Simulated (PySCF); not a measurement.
## Run report: GeH3F (charge +1), geometry relaxation (part 2 of 2)

The same run, continued: GeH3F, charge +1, multiplicity 2; HF/3-21G, UHF (PySCF 2.14.0). The atoms were displaced at random from an optimised geometry. The geometry is that of the parent species in another charge or spin state.

Geometry of the input (Å):
```
F  -1.0022  0.4890  1.1949
Ge 0.0660  0.0042  -0.0458
H  1.3230  -0.5047  0.6587
H  -0.6134  -1.1887  -0.8130
H  0.3201  1.1542  -0.9811
```

**Output, continued**
```
--------------- SecondOrderUHF_Scanner gradients ---------------
         x                y                z
0 F     0.0000895901     0.0001084144     0.0000495030
1 Ge    -0.0000880166     0.0000490043     0.0000916679
2 H    -0.0000282652    -0.0000469481    -0.0000154197
3 H     0.0000499857    -0.0001117102    -0.0001137336
4 H    -0.0000232940     0.0000012395    -0.0000120176
----------------------------------------------
cycle 11: E = -2165.61666524  dE = -6.83347e-06  norm(grad) = 0.000269489
Step   10 : Displace = 8.447e-03/1.152e-02 (rms/max) Trust = 3.000e-01 (=) Grad = 1.205e-04/1.671e-04 (rms/max) E (change) = -2165.6166652410 (-6.833e-06) Quality = 1.500
Hessian Eigenvalues: 7.01493e-03 2.42365e-02 5.00000e-02 ... 1.89539e-01 4.45390e-01 4.50757e-01

Geometry optimization cycle 12
Cartesian coordinates (Angstrom)
 Atom        New coordinates             dX        dY        dZ
   F  -0.992531   0.587609   1.253972   -0.003190 -0.011574 -0.008755
  Ge   0.282933   0.365238   0.220268    0.004462 -0.000396 -0.001812
   H   1.336442  -0.583127   0.710951    0.008115  0.006157  0.003054
   H  -0.774633  -1.617672  -1.147539   -0.014817  0.003577  0.007548
   H   0.241286   1.201890  -1.024085    0.005430  0.002236 -0.000035
converged SCF energy = -2165.61667184391  <S^2> = 0.75014362  2S+1 = 2.0001436
--------------- SecondOrderUHF_Scanner gradients ---------------
         x                y                z
0 F     0.0000683276     0.0000400180    -0.0000074499
1 Ge     0.0000587539     0.0000423684     0.0000177065
2 H    -0.0000479350    -0.0000123392     0.0000491304
3 H    -0.0000151023    -0.0000966080    -0.0000823887
4 H    -0.0000640443     0.0000265608     0.0000230017
----------------------------------------------
cycle 12: E = -2165.61667184  dE = -6.6029e-06  norm(grad) = 0.000196049
Step   11 : Displace = 1.154e-02/1.667e-02 (rms/max) Trust = 3.000e-01 (=) Grad = 8.768e-05/1.279e-04 (rms/max) E (change) = -2165.6166718439 (-6.603e-06) Quality = 1.336
Hessian Eigenvalues: 7.57625e-03 1.48654e-02 5.00000e-02 ... 1.89482e-01 4.45421e-01 4.48199e-01

Geometry optimization cycle 13
Cartesian coordinates (Angstrom)
 Atom        New coordinates             dX        dY        dZ
   F  -0.995186   0.580331   1.248537   -0.002656 -0.007277 -0.005435
  Ge   0.284265   0.363867   0.218418    0.001333 -0.001371 -0.001850
   H   1.339970  -0.581105   0.711023    0.003528  0.002023  0.000072
   H  -0.779737  -1.611606  -1.139687   -0.005104  0.006066  0.007852
   H   0.244184   1.202449  -1.024724    0.002899  0.000559 -0.000639
converged SCF energy = -2165.61667415438  <S^2> = 0.75014821  2S+1 = 2.0001482
--------------- SecondOrderUHF_Scanner gradients ---------------
         x                y                z
0 F     0.0000131298     0.0000031139    -0.0000070398
1 Ge     0.0000861669     0.0000109182    -0.0000252498
2 H    -0.0000309929    -0.0000026417     0.0000456660
3 H    -0.0000210487    -0.0000394511    -0.0000271852
4 H    -0.0000472550     0.0000280607     0.0000138088
----------------------------------------------
cycle 13: E = -2165.61667415  dE = -2.31048e-06  norm(grad) = 0.000131968
Step   12 : Displace = 6.979e-03/1.035e-02 (rms/max) Trust = 3.000e-01 (=) Grad = 5.902e-05/9.045e-05 (rms/max) E (change) = -2165.6166741544 (-2.310e-06) Quality = 1.237
Hessian Eigenvalues: 5.29897e-03 1.70875e-02 5.00000e-02 ... 1.89295e-01 4.45276e-01 4.46546e-01

Geometry optimization cycle 14
Cartesian coordinates (Angstrom)
 Atom        New coordinates             dX        dY        dZ
   F  -0.996039   0.579004   1.247607   -0.000853 -0.001327 -0.000929
  Ge   0.283769   0.363097   0.217791   -0.000496 -0.000770 -0.000627
   H   1.339944  -0.581536   0.710108   -0.000026 -0.000431 -0.000915
   H  -0.778723  -1.608701  -1.136834    0.001014  0.002905  0.002853
   H   0.244546   1.202072  -1.025104    0.000361 -0.000377 -0.000381
converged SCF energy = -2165.61667451615  <S^2> = 0.75015198  2S+1 = 2.000152
--------------- SecondOrderUHF_Scanner gradients ---------------
         x                y                z
0 F    -0.0000003548    -0.0000031175    -0.0000035260
1 Ge     0.0000312662     0.0000036761    -0.0000198011
2 H    -0.0000094448    -0.0000033039     0.0000162334
3 H    -0.0000058387    -0.0000067328    -0.0000009467
4 H    -0.0000156279     0.0000094781     0.0000080404
----------------------------------------------
cycle 14: E = -2165.61667452  dE = -3.61769e-07  norm(grad) = 4.74144e-05
Step   13 : Displace = 2.174e-03/4.187e-03 (rms/max) Trust = 3.000e-01 (=) Grad = 2.120e-05/3.719e-05 (rms/max) E (change) = -2165.6166745162 (-3.618e-07) Quality = 1.159
Hessian Eigenvalues: 4.75921e-03 1.74610e-02 5.00000e-02 ... 1.88876e-01 4.45459e-01 4.46569e-01

Geometry optimization cycle 15
Cartesian coordinates (Angstrom)
 Atom        New coordinates             dX        dY        dZ
   F  -0.996081   0.579303   1.247885   -0.000042  0.000298  0.000278
  Ge   0.283434   0.362964   0.217792   -0.000336 -0.000132  0.000002
   H   1.339590  -0.581868   0.709769   -0.000354 -0.000333 -0.000339
   H  -0.777840  -1.608302  -1.136694    0.000883  0.000399  0.000140
   H   0.244395   1.201839  -1.025185   -0.000150 -0.000233 -0.000081
converged SCF energy = -2165.61667453958  <S^2> = 0.7501528  2S+1 = 2.0001528
--------------- SecondOrderUHF_Scanner gradients ---------------
         x                y                z
0 F    -0.0000017408    -0.0000007538     0.0000003238
1 Ge     0.0000063346     0.0000006932    -0.0000063213
2 H    -0.0000023662    -0.0000023874     0.0000023315
3 H     0.0000000739    -0.0000014166     0.0000020649
4 H    -0.0000023015     0.0000038646     0.0000016011
----------------------------------------------
cycle 15: E = -2165.61667454  dE = -2.34286e-08  norm(grad) = 1.14051e-05
```

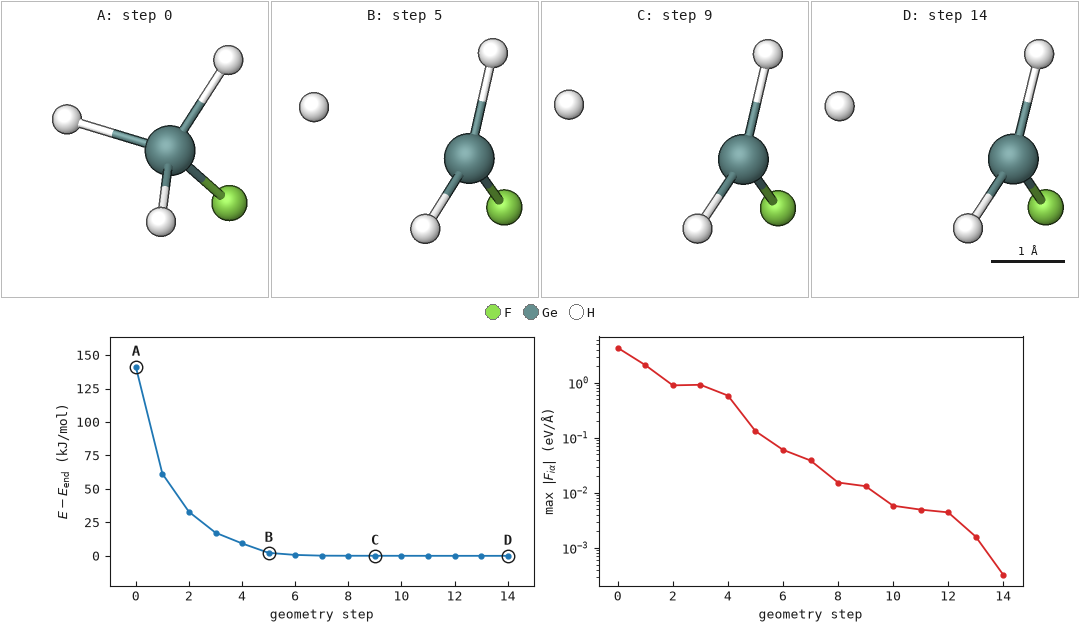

**Figure 1.** Frames of the relaxation (ball-and-stick view, seen at a tilt) above the curves, on which the letters mark them (steps are counted from 0).

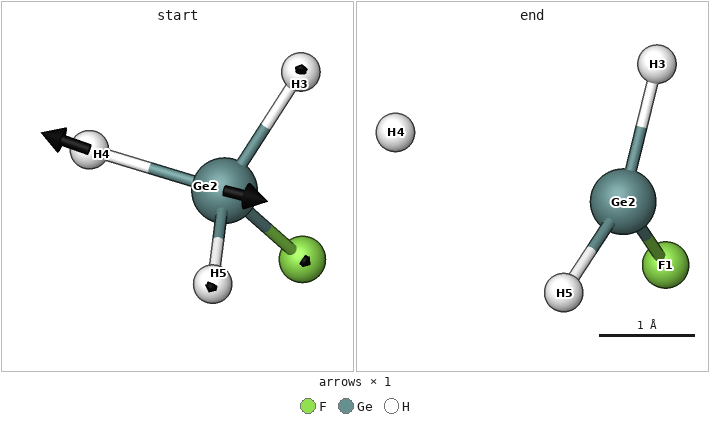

**Figure 2.** Before (left) and after (right) the relaxation, at one scale (ball-and-stick view, seen at a tilt). The black arrows give the displacements, at true length. H4 moves most after the best rigid fit: 0.55 Å. Largest moves by element: H 0.55 Å, Ge 0.50 Å, F 0.10 Å. Among the contacts that change: Ge2–H4 1.573 → 2.617 Å, F1–Ge2 1.707 → 1.657 Å, Ge2–H3 1.528 → 1.500 Å. Bonds break: Ge2–H4 (1.57 → 2.62 Å). Among the angles that change: H3–Ge2–H5 113.7° → 130.0°, F1–Ge2–H3 105.9° → 115.0°, F1–Ge2–H5 109.9° → 115.0°. Over 14 geometry steps the energy falls by 141.2 kJ/mol. The largest force component goes from 4.3 to 0.00033 eV/Å. (Atoms are counted from 1 in the order of the input.)

```
Step   14 : Displace = 5.757e-04/8.954e-04 (rms/max) Trust = 3.000e-01 (=) Grad = 5.101e-06/8.976e-06 (rms/max) E (change) = -2165.6166745396 (-2.343e-08) Quality = 1.104
Hessian Eigenvalues: 4.75921e-03 1.74610e-02 5.00000e-02 ... 1.88876e-01 4.45459e-01 4.46569e-01
Converged! =D

converged: True
F          -0.99608104        0.57930266        1.24788547
Ge          0.28343358        0.36296449        0.21779245
H           1.33958956       -0.58186849        0.70976850
H          -0.77784043       -1.60830182       -1.13669393
H           0.24439533        1.20183916       -1.02518549

WARN: HOMO -0.242012778629567 >= LUMO -0.242012778629567

converged SCF energy = -2165.61667453958  <S^2> = 0.75015281  2S+1 = 2.0001528
E(HF) = -2165.616674540
frequencies (1/cm) [ 161.   251.1  344.9  697.3  775.   927.5  983.8 2323.8 2367.2]
temperature 298.1500 [K]
pressure 101325.00 [Pa]
Rotational constants [GHz] 48.48794 10.66945 10.03942
Symmetry number 1
Zero-point energy (ZPE) 0.02012 [Eh]   52824.575 [J/mol]
                           tot       elec      trans        rot        vib
Entropy [J/mol/K]       287.851      5.763    165.495     90.596     25.997
Cv [J/mol/K]             56.864      0.000     12.472     12.472     31.921
Cp [J/mol/K]             65.178      0.000     20.786     12.472     31.921
Internal energy [J/mol]                      3718.434   3718.434  57456.270
Internal energy [Eh]   -2165.59196  -2165.61667
Enthalpy [J/mol]                             6197.391   3718.434  57456.270
Enthalpy [Eh]          -2165.59101
Gibbs free energy [J/mol]                  -43144.838 -23292.812  49705.140
Gibbs free energy [Eh] -2165.62370
```

**Trajectory as extended XYZ (Å, eV, eV/Å), 15 frames, from step=0 to step=14**
```
5
Properties=species:S:1:pos:R:3:forces:R:3 step=0 energy=-58927.96787
F    -1.0022    0.4890    1.1949    0.6271  -0.8123  -1.4449
Ge    0.0660    0.0042   -0.0458    0.8813   4.3176   3.5887
H     1.3230   -0.5047    0.6587   -0.0358  -1.1927  -0.1601
H    -0.6134   -1.1887   -0.8130   -0.9309  -2.1731  -1.2164
H     0.3201    1.1542   -0.9811   -0.5418  -0.1395  -0.7673
5
Properties=species:S:1:pos:R:3:forces:R:3 step=1 energy=-58928.79611
F    -1.0385    0.4764    1.1699   -0.2009  -0.1744  -0.1666
Ge    0.1247    0.1257    0.0343    1.7098   2.0966   1.5391
H     1.3276   -0.6198    0.6510   -0.5724  -0.2425  -0.3891
H    -0.5882   -1.2099   -0.7946   -0.5973  -1.3145  -0.8127
H     0.2679    1.1815   -1.0470   -0.3392  -0.3651  -0.1708
5
Properties=species:S:1:pos:R:3:forces:R:3 step=2 energy=-58929.09116
F    -1.0852    0.4422    1.1389    0.0580   0.2730   0.2908
Ge    0.2446    0.2963    0.1598   -0.0238   0.1431  -0.1541
H     1.2572   -0.7249    0.5787    0.2649   0.1968   0.3001
H    -0.5248   -1.1721   -0.7616   -0.4473  -0.8990  -0.6292
H     0.2016    1.1125   -1.1021    0.1481   0.2861   0.1925
5
Properties=species:S:1:pos:R:3:forces:R:3 step=3 energy=-58929.25266
F    -1.0348    0.5154    1.1868   -0.0634  -0.0782  -0.0243
Ge    0.1995    0.2301    0.1139    0.3182   0.9205   0.5018
H     1.2849   -0.6550    0.6309    0.0897  -0.2421   0.0212
H    -0.5890   -1.3145   -0.8700   -0.2672  -0.5212  -0.3586
H     0.2330    1.1779   -1.0481   -0.0772  -0.0789  -0.1400
5
Properties=species:S:1:pos:R:3:forces:R:3 step=4 energy=-58929.33573
F    -1.0242    0.5408    1.2048    0.0360  -0.0861  -0.0826
Ge    0.2182    0.2623    0.1367    0.1234   0.5861   0.4513
H     1.2860   -0.6550    0.6452    0.0397  -0.1230  -0.0167
H    -0.6096   -1.3782   -0.9283   -0.1757  -0.3201  -0.2286
H     0.2230    1.1840   -1.0448   -0.0234  -0.0569  -0.1234
5
Properties=species:S:1:pos:R:3:forces:R:3 step=5 energy=-58929.40875
F    -1.0059    0.5707    1.2332   -0.0550   0.0217   0.0638
Ge    0.2525    0.3239    0.1845   -0.0095   0.1099   0.0214
H     1.2841   -0.6473    0.6663    0.0955  -0.0015   0.0149
H    -0.6490   -1.4760   -1.0255   -0.0840  -0.1325  -0.0993
H     0.2117    1.1827   -1.0449    0.0531   0.0024  -0.0008
5
Properties=species:S:1:pos:R:3:forces:R:3 step=6 energy=-58929.42467
F    -0.9989    0.5905    1.2525    0.0326   0.0067  -0.0123
Ge    0.2620    0.3462    0.2036   -0.0424  -0.0200   0.0472
H     1.2970   -0.6305    0.6806    0.0207   0.0536   0.0023
H    -0.6833   -1.5384   -1.0851   -0.0458  -0.0606  -0.0447
H     0.2166    1.1862   -1.0381    0.0349   0.0203   0.0076
5
Properties=species:S:1:pos:R:3:forces:R:3 step=7 energy=-58929.43050
F    -0.9897    0.6051    1.2660   -0.0388   0.0013   0.0244
Ge    0.2673    0.3575    0.2166    0.0331   0.0100  -0.0337
H     1.3095   -0.6080    0.6944    0.0218  -0.0019   0.0136
H    -0.7195   -1.5938   -1.1350   -0.0196  -0.0144  -0.0087
H     0.2259    1.1931   -1.0286    0.0034   0.0050   0.0045
5
Properties=species:S:1:pos:R:3:forces:R:3 step=8 energy=-58929.43117
F    -0.9886    0.6077    1.2690    0.0066  -0.0110  -0.0154
Ge    0.2713    0.3625    0.2208    0.0120  -0.0007   0.0066
H     1.3176   -0.5998    0.7008   -0.0052   0.0100   0.0046
H    -0.7364   -1.6125   -1.1512   -0.0107  -0.0011   0.0015
H     0.2297    1.1959   -1.0258   -0.0028   0.0028   0.0028
5
Properties=species:S:1:pos:R:3:forces:R:3 step=9 energy=-58929.43135
F    -0.9881    0.6056    1.2675   -0.0064  -0.0074  -0.0034
Ge    0.2744    0.3646    0.2222    0.0132  -0.0019  -0.0067
H     1.3219   -0.5949    0.7042    0.0010   0.0035   0.0046
H    -0.7468   -1.6189   -1.1557   -0.0066   0.0034   0.0046
H     0.2320    1.1975   -1.0246   -0.0013   0.0024   0.0009
5
Properties=species:S:1:pos:R:3:forces:R:3 step=10 energy=-58929.43154
F    -0.9893    0.5992    1.2627   -0.0046  -0.0056  -0.0025
Ge    0.2785    0.3656    0.2221    0.0045  -0.0025  -0.0047
H     1.3283   -0.5893    0.7079    0.0015   0.0024   0.0008
H    -0.7598   -1.6213   -1.1551   -0.0026   0.0057   0.0058
H     0.2359    1.1997   -1.0240    0.0012  -0.0001   0.0006
5
Properties=species:S:1:pos:R:3:forces:R:3 step=11 energy=-58929.43172
F    -0.9925    0.5876    1.2540   -0.0035  -0.0021   0.0004
Ge    0.2829    0.3652    0.2203   -0.0030  -0.0022  -0.0009
H     1.3364   -0.5831    0.7110    0.0025   0.0006  -0.0025
H    -0.7746   -1.6177   -1.1475    0.0008   0.0050   0.0042
H     0.2413    1.2019   -1.0241    0.0033  -0.0014  -0.0012
5
Properties=species:S:1:pos:R:3:forces:R:3 step=12 energy=-58929.43178
F    -0.9952    0.5803    1.2485   -0.0007  -0.0002   0.0004
Ge    0.2843    0.3639    0.2184   -0.0044  -0.0006   0.0013
H     1.3400   -0.5811    0.7110    0.0016   0.0001  -0.0023
H    -0.7797   -1.6116   -1.1397    0.0011   0.0020   0.0014
H     0.2442    1.2024   -1.0247    0.0024  -0.0014  -0.0007
5
Properties=species:S:1:pos:R:3:forces:R:3 step=13 energy=-58929.43179
F    -0.9960    0.5790    1.2476    0.0000   0.0002   0.0002
Ge    0.2838    0.3631    0.2178   -0.0016  -0.0002   0.0010
H     1.3399   -0.5815    0.7101    0.0005   0.0002  -0.0008
H    -0.7787   -1.6087   -1.1368    0.0003   0.0003   0.0000
H     0.2445    1.2021   -1.0251    0.0008  -0.0005  -0.0004
5
Properties=species:S:1:pos:R:3:forces:R:3 step=14 energy=-58929.43179
F    -0.9961    0.5793    1.2479    0.0001   0.0000   0.0000
Ge    0.2834    0.3630    0.2178   -0.0003   0.0000   0.0003
H     1.3396   -0.5819    0.7098    0.0001   0.0001  -0.0001
H    -0.7778   -1.6083   -1.1367    0.0000   0.0001  -0.0001
H     0.2444    1.2018   -1.0252    0.0001  -0.0002  -0.0001
```

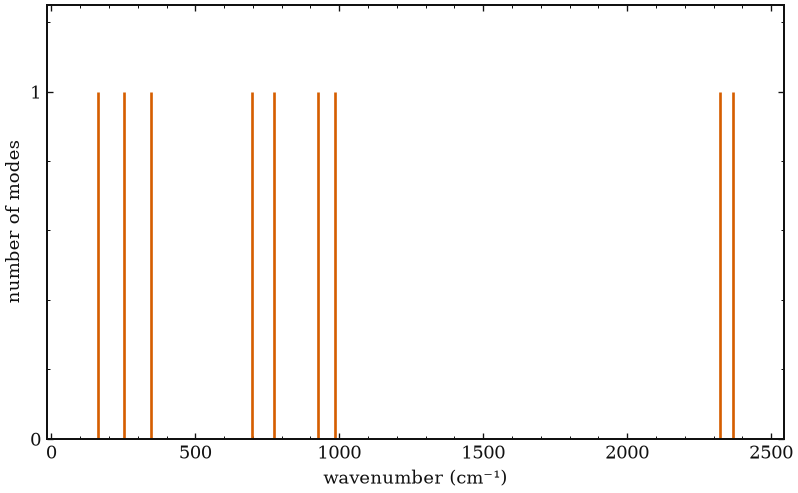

**Figure 3.** Harmonic vibrational wavenumbers from the force constants; neighbouring modes closer than 10 cm⁻¹ are counted in one stick. 9 modes from 161 to 2367 cm⁻¹, none imaginary.

**Summary**

- outcome: converged
- total energy: −2165.616675 hartree
- basis functions: 37
- ⟨S²⟩: 0.750
- zero-point energy: 0.020120 hartree
- wavenumbers, lowest and highest: 161 and 2367 cm⁻¹
- wall time: 11 s
- peak memory: 0.14 GiB

**Notes**

The record of the run, not the program, notes: dipole of an ion depends on the origin.
